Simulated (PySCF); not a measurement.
# C₃H₉GeN: core binding energies at several levels of theory, part 3 of 3

PySCF 2.14.0. Atoms count from 0.

### 8 Core holes by ΔSCF: SCAN, X2C

The job: settings as JSON, then the geometry in Å.

```
{"job": {"kind": "xps", "basis": "def2-TZVP"}, "charge": 0, "multiplicity": 1}
C     -2.286448     0.612221    -0.142504
N     -1.121496     0.163670    -0.320250
C     -0.592220    -0.809513     0.600127
C      0.720879    -0.316843     1.195230
Ge     1.948682     0.401808    -0.165551
H     -2.941246     0.286451     0.691486
H     -2.693427     1.362385    -0.835627
H     -0.396740    -1.728396     0.019342
H     -1.317289    -1.075741     1.398900
H      0.534046     0.480477     1.933053
H      1.227098    -1.136300     1.728691
H      1.988341    -0.539422    -1.384666
H      1.555781     1.818081    -0.612839
H      3.366572     0.466034     0.446288
```

With the program's defaults for keys left out, this is: delta-SCF UKS SCAN, def2-TZVP on the ionised atom, pcseg-1 elsewhere, spin-free X2C.

Output:

```text
ground state, core basis on atom 0 (C), 145 functions
  cycle   1  E = -2268.32061519  |g| = 4.27e-01
  cycle   2  E = -2268.23046016  |g| = 7.12e-01
  cycle   3  E = -2268.36232315  |g| = 1.87e-01
  cycle   4  E = -2268.37009066  |g| = 4.72e-02
  cycle   5  E = -2268.37062572  |g| = 1.35e-02
  cycle   6  E = -2268.37067048  |g| = 4.41e-03
  cycle   7  E = -2268.37067213  |g| = 8.60e-04
  cycle   8  E = -2268.37067304  |g| = 3.31e-04
  E(ground) = -2268.51199577 Eh
hole in C 1s of atom 0
  cycle   1  E = -2257.08324939  |g| = 1.46e+00
  cycle   2  E = -2254.99684447  |g| = 1.97e+00
  cycle   3  E = -2257.25820998  |g| = 7.80e-01
  cycle   4  E = -2257.51421450  |g| = 5.05e-01
  cycle   5  E = -2257.61445466  |g| = 2.14e-01
  cycle   6  E = -2257.63475491  |g| = 4.47e-02
  cycle   7  E = -2257.63587042  |g| = 1.63e-02
  cycle   8  E = -2257.63604854  |g| = 9.10e-03
  cycle   9  E = -2257.63613203  |g| = 4.34e-03
  cycle  10  E = -2257.63618711  |g| = 2.83e-03
  cycle  11  E = -2257.63621430  |g| = 1.41e-03
  cycle  12  E = -2257.63621893  |g| = 4.45e-04
  E(ion) = -2257.77623989 Eh   <S^2> = 0.8046   hole on atom = 1.000   binding energy = 292.135 eV
ground state, core basis on atom 1 (N), 145 functions
  cycle   1  E = -2268.38007190  |g| = 2.80e-02
  cycle   2  E = -2268.37948823  |g| = 5.72e-02
  cycle   3  E = -2268.38022813  |g| = 9.07e-03
  cycle   4  E = -2268.38024905  |g| = 2.53e-03
  cycle   5  E = -2268.38025052  |g| = 3.85e-04
  E(ground) = -2268.52028422 Eh
hole in N 1s of atom 1
  cycle   1  E = -2252.78785022  |g| = 1.80e+00
  cycle   2  E = -2250.44631466  |g| = 2.27e+00
  cycle   3  E = -2253.11532790  |g| = 7.40e-01
  cycle   4  E = -2253.41384853  |g| = 3.96e-01
  cycle   5  E = -2253.46002859  |g| = 1.90e-01
  cycle   6  E = -2253.47665667  |g| = 5.12e-02
  cycle   7  E = -2253.47813606  |g| = 1.24e-02
  cycle   8  E = -2253.47823391  |g| = 4.96e-03
  cycle   9  E = -2253.47826201  |g| = 2.95e-03
  cycle  10  E = -2253.47827322  |g| = 1.62e-03
  cycle  11  E = -2253.47827630  |g| = 7.83e-04
  cycle  12  E = -2253.47827958  |g| = 2.68e-04
  E(ion) = -2253.61755135 Eh   <S^2> = 0.7889   hole on atom = 1.000   binding energy = 405.524 eV
ground state, core basis on atom 2 (C), 145 functions
  cycle   1  E = -2268.37037076  |g| = 1.89e-02
  cycle   2  E = -2268.37016212  |g| = 3.47e-02
  cycle   3  E = -2268.37043705  |g| = 6.97e-03
  cycle   4  E = -2268.37044675  |g| = 2.84e-03
  cycle   5  E = -2268.37044719  |g| = 3.90e-04
  E(ground) = -2268.51112726 Eh
hole in C 1s of atom 2
  cycle   1  E = -2257.09438695  |g| = 1.48e+00
  cycle   2  E = -2256.07396811  |g| = 1.92e+00
  cycle   3  E = -2257.52005660  |g| = 5.12e-01
  cycle   4  E = -2257.57321141  |g| = 3.85e-01
  cycle   5  E = -2257.64322051  |g| = 8.43e-02
  cycle   6  E = -2257.64606335  |g| = 2.85e-02
  cycle   7  E = -2257.64649130  |g| = 6.71e-03
  cycle   8  E = -2257.64652119  |g| = 4.16e-03
  cycle   9  E = -2257.64653400  |g| = 1.75e-03
  cycle  10  E = -2257.64654026  |g| = 8.74e-04
  cycle  11  E = -2257.64654093  |g| = 4.32e-04
  E(ion) = -2257.78577560 Eh   <S^2> = 0.7710   hole on atom = 1.000   binding energy = 291.852 eV
ground state, core basis on atom 3 (C), 145 functions
  cycle   1  E = -2268.36980824  |g| = 2.00e-02
  cycle   2  E = -2268.36975368  |g| = 2.44e-02
  cycle   3  E = -2268.36988186  |g| = 6.35e-03
  cycle   4  E = -2268.36988800  |g| = 3.86e-03
  cycle   5  E = -2268.36989355  |g| = 5.66e-04
  cycle   6  E = -2268.36989154  |g| = 2.03e-04
  E(ground) = -2268.51100170 Eh
hole in C 1s of atom 3
  cycle   1  E = -2257.12296766  |g| = 1.48e+00
  cycle   2  E = -2256.32515736  |g| = 1.75e+00
  cycle   3  E = -2257.60264682  |g| = 4.26e-01
  cycle   4  E = -2257.66641169  |g| = 2.14e-01
  cycle   5  E = -2257.68586689  |g| = 9.60e-02
  cycle   6  E = -2257.69005080  |g| = 2.58e-02
  cycle   7  E = -2257.69036406  |g| = 5.04e-03
  cycle   8  E = -2257.69038064  |g| = 2.57e-03
  cycle   9  E = -2257.69038688  |g| = 1.06e-03
  cycle  10  E = -2257.69038843  |g| = 4.52e-04
  E(ion) = -2257.82979580 Eh   <S^2> = 0.7679   hole on atom = 1.000   binding energy = 290.650 eV
```

Run time: 28 s. Hardware: 1 thread of Arm Neoverse V1, shared host; peak memory 0.52 GiB.

The holes in one table. −ε is the ground-state orbital energy:

```tsv
hole	stands for	environment	ΔSCF (eV)	−ε (eV)	⟨S²⟩
C1s on C0	C0	C=N carbon	292.13	274.8	0.805
N1s on N1	N1	imine nitrogen	405.52	386.1	0.789
C1s on C2	C2	sp3 CH2 bonded to N	291.85	274.5	0.771
C1s on C3	C3	sp3 CH2 bonded to Ge	290.65	273.7	0.768
```

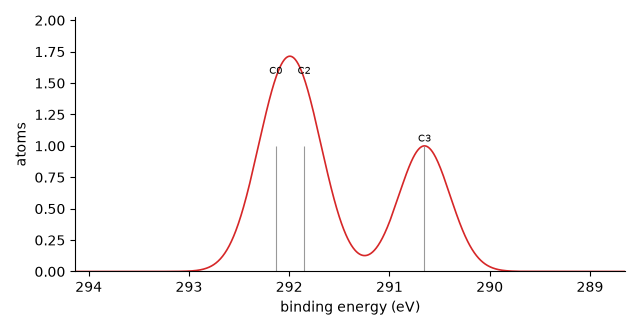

The C1s photoelectron lines, weighted by the number of atoms. Lines are broadened to a width of 0.60 eV (Gaussian).

### 9 Core holes by ΔSCF: SCAN, non-relativistic

Same as in step 8 but for these lines:

```diff
@@ -1,2 +1,2 @@
-{"job": {"kind": "xps", "basis": "def2-TZVP"}, "charge": 0, "multiplicity": 1}
+{"job": {"kind": "xps", "x2c": false}, "charge": 0, "multiplicity": 1}
 C     -2.286448     0.612221    -0.142504
```

With the program's defaults for keys left out, this is: delta-SCF UKS SCAN, pcX-2 on the ionised atom, pcseg-1 elsewhere, non-relativistic.

Output:

```text
ground state, core basis on atom 0 (C), 159 functions
  cycle   1  E = -2251.01944408  |g| = 4.51e-01
  cycle   2  E = -2250.93077476  |g| = 7.18e-01
  cycle   3  E = -2251.06306988  |g| = 2.02e-01
  cycle   4  E = -2251.07209520  |g| = 5.36e-02
  cycle   5  E = -2251.07277182  |g| = 1.48e-02
  cycle   6  E = -2251.07282612  |g| = 4.62e-03
  cycle   7  E = -2251.07283222  |g| = 1.03e-03
  cycle   8  E = -2251.07283319  |g| = 3.84e-04
  E(ground) = -2251.21206276 Eh
hole in C 1s of atom 0
  cycle   1  E = -2239.78708608  |g| = 1.50e+00
  cycle   2  E = -2237.64321957  |g| = 2.14e+00
  cycle   3  E = -2240.02928902  |g| = 7.33e-01
  cycle   4  E = -2240.23555925  |g| = 5.17e-01
  cycle   5  E = -2240.33807848  |g| = 2.04e-01
  cycle   6  E = -2240.35561367  |g| = 4.06e-02
  cycle   7  E = -2240.35650278  |g| = 1.65e-02
  cycle   8  E = -2240.35668199  |g| = 1.04e-02
  cycle   9  E = -2240.35678384  |g| = 4.74e-03
  cycle  10  E = -2240.35683808  |g| = 2.81e-03
  cycle  11  E = -2240.35686398  |g| = 1.31e-03
  cycle  12  E = -2240.35686510  |g| = 4.13e-04
  E(ion) = -2240.49509146 Eh   <S^2> = 0.8102   hole on atom = 1.000   binding energy = 291.624 eV
ground state, core basis on atom 1 (N), 159 functions
  cycle   1  E = -2251.08289018  |g| = 4.98e-02
  cycle   2  E = -2251.08246728  |g| = 4.97e-02
  cycle   3  E = -2251.08271032  |g| = 3.69e-02
  cycle   4  E = -2251.08301203  |g| = 6.26e-03
  cycle   5  E = -2251.08302070  |g| = 6.34e-04
  cycle   6  E = -2251.08302272  |g| = 2.39e-04
  E(ground) = -2251.22095295 Eh
hole in N 1s of atom 1
  cycle   1  E = -2235.49711872  |g| = 1.86e+00
  cycle   2  E = -2233.11059155  |g| = 2.46e+00
  cycle   3  E = -2235.89515488  |g| = 6.82e-01
  cycle   4  E = -2236.13787237  |g| = 4.13e-01
  cycle   5  E = -2236.19175433  |g| = 1.85e-01
  cycle   6  E = -2236.20671046  |g| = 5.05e-02
  cycle   7  E = -2236.20812160  |g| = 1.24e-02
  cycle   8  E = -2236.20821539  |g| = 5.30e-03
  cycle   9  E = -2236.20824635  |g| = 2.98e-03
  cycle  10  E = -2236.20825598  |g| = 1.64e-03
  cycle  11  E = -2236.20825871  |g| = 7.75e-04
  cycle  12  E = -2236.20826120  |g| = 2.53e-04
  E(ion) = -2236.34572465 Eh   <S^2> = 0.7923   hole on atom = 1.000   binding energy = 404.776 eV
ground state, core basis on atom 2 (C), 159 functions
  cycle   1  E = -2251.07241902  |g| = 3.96e-02
  cycle   2  E = -2251.07234438  |g| = 2.31e-02
  cycle   3  E = -2251.07225494  |g| = 3.02e-02
  cycle   4  E = -2251.07246264  |g| = 5.15e-03
  cycle   5  E = -2251.07246774  |g| = 4.78e-04
  E(ground) = -2251.21109042 Eh
hole in C 1s of atom 2
  cycle   1  E = -2239.79789395  |g| = 1.51e+00
  cycle   2  E = -2238.71936937  |g| = 2.08e+00
  cycle   3  E = -2240.26745567  |g| = 4.59e-01
  cycle   4  E = -2240.29189712  |g| = 3.84e-01
  cycle   5  E = -2240.36183998  |g| = 9.17e-02
  cycle   6  E = -2240.36506538  |g| = 2.74e-02
  cycle   7  E = -2240.36544285  |g| = 7.91e-03
  cycle   8  E = -2240.36548016  |g| = 4.34e-03
  cycle   9  E = -2240.36549497  |g| = 1.93e-03
  cycle  10  E = -2240.36549888  |g| = 9.52e-04
  cycle  11  E = -2240.36549963  |g| = 4.70e-04
  E(ion) = -2240.50304505 Eh   <S^2> = 0.7729   hole on atom = 1.000   binding energy = 291.381 eV
ground state, core basis on atom 3 (C), 159 functions
  cycle   1  E = -2251.07202268  |g| = 4.13e-02
  cycle   2  E = -2251.07197271  |g| = 2.36e-02
  cycle   3  E = -2251.07199878  |g| = 2.09e-02
  cycle   4  E = -2251.07208513  |g| = 8.28e-03
  cycle   5  E = -2251.07210319  |g| = 7.44e-04
  cycle   6  E = -2251.07210061  |g| = 2.37e-04
  E(ground) = -2251.21110705 Eh
hole in C 1s of atom 3
  cycle   1  E = -2239.82881814  |g| = 1.51e+00
  cycle   2  E = -2238.98439832  |g| = 1.92e+00
  cycle   3  E = -2240.35337824  |g| = 3.63e-01
  cycle   4  E = -2240.38957311  |g| = 2.11e-01
  cycle   5  E = -2240.40811130  |g| = 9.82e-02
  cycle   6  E = -2240.41234440  |g| = 2.57e-02
  cycle   7  E = -2240.41263435  |g| = 7.47e-03
  cycle   8  E = -2240.41266337  |g| = 2.71e-03
  cycle   9  E = -2240.41266856  |g| = 1.17e-03
  cycle  10  E = -2240.41267009  |g| = 5.20e-04
  cycle  11  E = -2240.41267076  |g| = 2.60e-04
  E(ion) = -2240.55026609 Eh   <S^2> = 0.7697   hole on atom = 1.000   binding energy = 290.096 eV
```

Wall time 29 s (1 thread of Arm Neoverse V1, shared host); peak memory 0.58 GiB.

The holes in one table. −ε is the ground-state orbital energy:

```tsv
hole	stands for	environment	ΔSCF (eV)	−ε (eV)	⟨S²⟩
C1s on C0	C0	C=N carbon	291.62	274.8	0.810
N1s on N1	N1	imine nitrogen	404.78	386.0	0.792
C1s on C2	C2	sp3 CH2 bonded to N	291.38	274.5	0.773
C1s on C3	C3	sp3 CH2 bonded to Ge	290.10	273.6	0.770
```

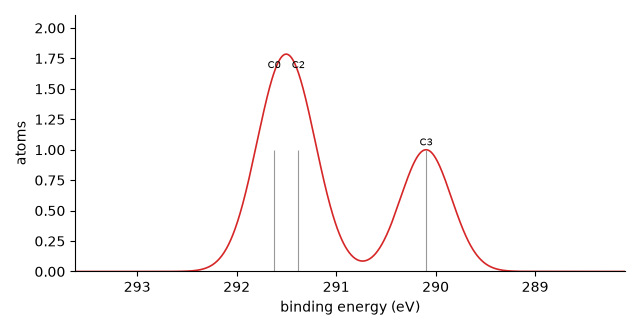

The C1s photoelectron lines, weighted by the number of atoms. Lines are broadened to a width of 0.60 eV (Gaussian).

### 10 What came out

This closing draws on all 3 parts.

| quantity | value |
| --- | --- |
| C1s binding energies, SCAN/pcX-2 | C0 291.72, C2 291.48, C3 290.21 eV |
| N1s binding energies, SCAN/pcX-2 | N1 404.98 eV |
| C1s binding energies, B3LYP/pcX-2 | C0 291.91, C2 291.56, C3 290.26 eV |
| N1s binding energies, B3LYP/pcX-2 | N1 404.98 eV |
| C1s binding energies, PBE0/pcX-2 | C0 291.31, C2 291.01, C3 289.75 eV |
| N1s binding energies, PBE0/pcX-2 | N1 404.51 eV |
| C1s binding energies, PBE/pcX-2 | C0 290.84, C2 290.63, C3 289.41 eV |
| N1s binding energies, PBE/pcX-2 | N1 404.20 eV |
| C1s binding energies, HF/pcX-2 (standing for 2 of 3 atoms) | C2 291.33, C3 289.88 eV |
| C1s binding energies, SCAN/pcX-1 | C0 291.74, C2 291.48, C3 290.21 eV |
| N1s binding energies, SCAN/pcX-1 | N1 404.99 eV |
| C1s binding energies, SCAN/def2-TZVP | C0 292.13, C2 291.85, C3 290.65 eV |
| N1s binding energies, SCAN/def2-TZVP | N1 405.52 eV |
| C1s binding energies, SCAN/pcX-2, non-relativistic | C0 291.62, C2 291.38, C3 290.10 eV |
| N1s binding energies, SCAN/pcX-2, non-relativistic | N1 404.78 eV |

In words: Single values in the summary come from the first sound run of each kind (SCAN/pcX-2), which need not be the best level. At SCAN/pcX-2: C0 (C=N carbon) binds its C1s electron 1.51 eV more tightly than C3 (sp3 CH2 bonded to Ge). At B3LYP/pcX-2: The C1s levels kept as sound span 1.65 eV, from C3 (sp3 CH2 bonded to Ge) up to C0 (C=N carbon). At PBE0/pcX-2: C0 (C=N carbon) binds its C1s electron 1.56 eV more tightly than C3 (sp3 CH2 bonded to Ge). At PBE/pcX-2: The C1s levels kept as sound span 1.43 eV, from C3 (sp3 CH2 bonded to Ge) up to C0 (C=N carbon). At HF/pcX-2: C2 (sp3 CH2 bonded to N) binds its C1s electron 1.45 eV more tightly than C3 (sp3 CH2 bonded to Ge). Only 2 of the 3 C atoms are covered by sound results. At SCAN/pcX-1: The C1s levels kept as sound span 1.53 eV, from C3 (sp3 CH2 bonded to Ge) up to C0 (C=N carbon). At SCAN/def2-TZVP: C0 (C=N carbon) binds its C1s electron 1.48 eV more tightly than C3 (sp3 CH2 bonded to Ge). At SCAN/pcX-2, non-relativistic: C0 (C=N carbon) binds its C1s electron 1.53 eV more tightly than C3 (sp3 CH2 bonded to Ge).
